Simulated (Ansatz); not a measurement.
A series of calculations on Si₂H₇Cl

## 1. Relaxation

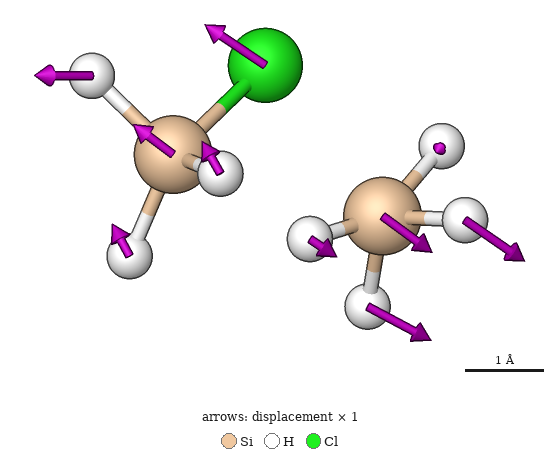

A relaxation of Si2H7Cl (started from a transition state, displaced along its imaginary mode). The starting structure is drawn; purple arrows show the displacements, at their true length. The two geometries are superimposed by the best rigid fit.

The picture is a ball-and-stick view, seen at a tilt.

Computed with RKS PBE0-D4/def2-TZVP in Ansatz 0.2.0. Settings: force threshold 0.005 eV/Å; at most 200 steps.

Question: What happened in the run?

Answer: The largest move after the best rigid fit is that of an H atom, 0.99 Å. Largest moves by element: H 0.99 Å, Cl 0.97 Å, Si 0.82 Å. Near-neighbour distances that change, for instance: Cl–Si 2.463 → 4.172 Å, Si–Si 3.076 → 4.467 Å, H–Si 2.126 → 3.224 Å, H–Si 1.246 → 1.485 Å. Among the angles between lasting bonds that change: H–Si–H 155.0° → 109.7°, H–Si–Cl 93.4° → 108.2°, H–Si–H 95.2° → 109.1°. After 13 geometry steps the energy has fallen by 2.601 eV. The largest force component goes from 7.9 to 0.0043 eV/Å.

## 2. Relaxation

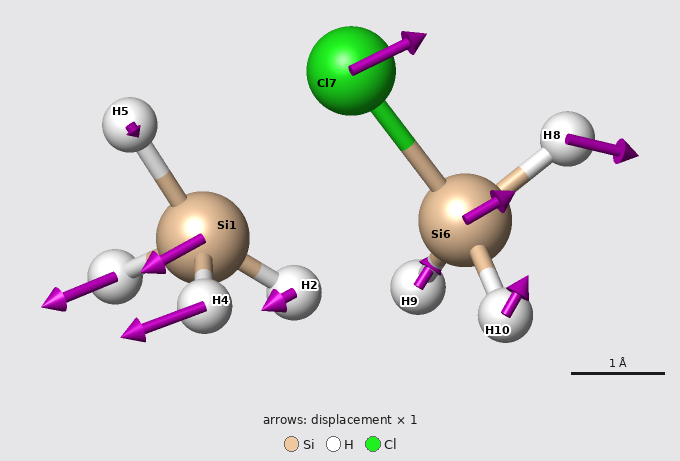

A relaxation of Si$_{2}$H$_{7}$Cl (started from a transition state, displaced along its imaginary mode). The starting structure is drawn; purple arrows show the displacements, at their true length. The two geometries are superimposed by the best rigid fit.

A ball-and-stick model, seen at a tilt.

Method: Ansatz 0.2.0, RKS PBE0-D4/def2-TZVP.

Input
```yaml
crystal:
  periodic: [false, false, false]
  atoms:
    - {symbol: Si, position_ang: [-0.490869, 0.488273, -1.260169]}
    - {symbol: H, position_ang: [-0.626787, -0.341809, -0.340026]}
    - {symbol: H, position_ang: [-0.245469, -0.523455, -2.334755]}
    - {symbol: H, position_ang: [-1.854164, 1.087785, -1.101341]}
    - {symbol: H, position_ang: [0.161588, 1.689729, -1.974877]}
    - {symbol: Si, position_ang: [0.512922, -0.600569, 1.436584]}
    - {symbol: Cl, position_ang: [1.317388, 1.061371, 0.311560]}
    - {symbol: H, position_ang: [1.491174, -0.460630, 2.510509]}
    - {symbol: H, position_ang: [0.628906, -1.961635, 0.778042]}
    - {symbol: H, position_ang: [-0.894788, -0.438961, 1.974473]}
basis:
  gaussian: {orbitals: def2-TZVP}
hamiltonian: {xc: pbe0, dispersion: d4}
relax: {f_tol: 0.005, max_steps: 200}
```

Command:
```bash
ansatz run in.yaml --threads 4 --pin off --events-out ev --progress --plain --max-ram 9574MiB
```

Question: What did the optimiser do to the structure, and how much energy did it gain?

Answer: The atom that moves furthest after the best rigid fit is H4 (1.00 Å). By element the largest moves are H 1.00 Å, Cl 0.97 Å, Si 0.81 Å. Some distances before and after: Si1–Cl7 2.463 → 4.170 Å, Si1–Si6 3.077 → 4.465 Å, H2–Si6 2.127 → 3.224 Å, Si1–H2 1.247 → 1.485 Å. Bond angles that change, for instance: H2–Si1–H5 155.0° → 109.7°, Cl7–Si6–H8 93.4° → 108.3°, H2–Si1–H4 95.1° → 109.1°. The energy falls by 59.9 kcal/mol in 13 geometry steps. The largest force component goes from 7.3 to 0.0043 eV/Å. Cost: 24 s on 4 threads of Arm Neoverse V2 (shared host).

## 3. Reaction

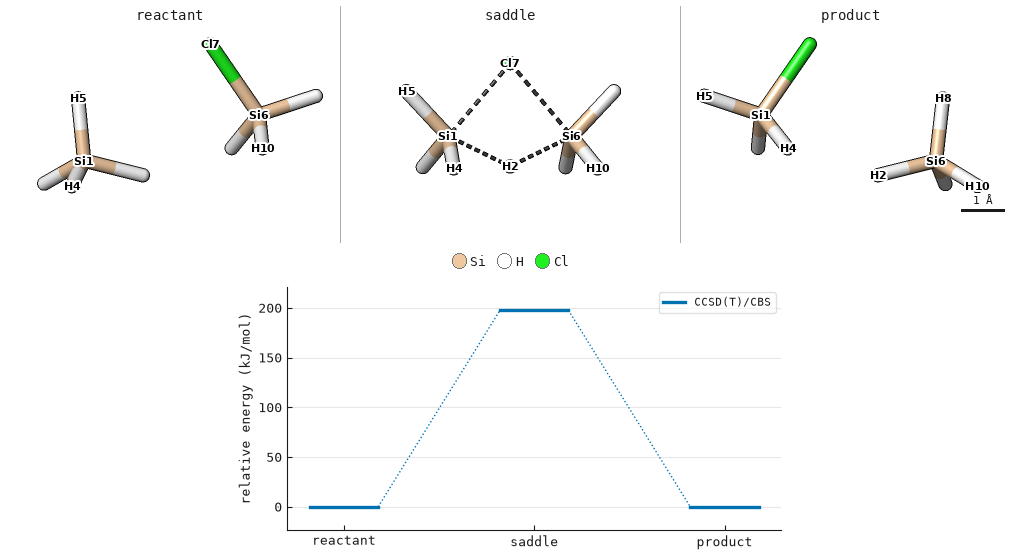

A reaction step of Si2H7Cl, with its energy diagram. Style: stick. Shown at a tilt. Dashed sticks mark bonds that form or break.

Stationary points at PBE0-D4/def2-TZVP, single-point energies with CCSD(T)/CBS (def2-TZVPP where no basis is named; Ansatz 0.2.0). The energies are electronic, without zero-point or thermal terms, and both ends are the relaxed geometries reached downhill from the saddle, with any fragments still in contact. CCSD(T)/CBS stands for a frozen-core estimate: MP2 correlation extrapolated from def2-TZVPP and def2-QZVPP, CCSD(T) minus MP2 from the smaller set.

Question: Describe the step and its energetics.

Answer: From the reactant over the saddle to the product, bonds form: Cl–Si (4.17 → 2.31 → 2.05 Å), H–Si (3.22 → 1.69 → 1.49 Å). Bonds break: H–Si (1.49 → 1.69 → 3.22 Å), Cl–Si (2.05 → 2.31 → 4.17 Å). The saddle has one imaginary mode, 393i cm⁻¹. The end the reactant keeps a soft imaginary mode of 54i cm⁻¹, so it isn't quite a minimum. The end the product keeps a soft imaginary mode of 53i cm⁻¹, so it isn't quite a minimum. With CCSD(T)/CBS the barrier is 197.6 kJ/mol from the reactant and 197.6 kJ/mol from the product, and the product lies 0.0 kJ/mol above the reactant.
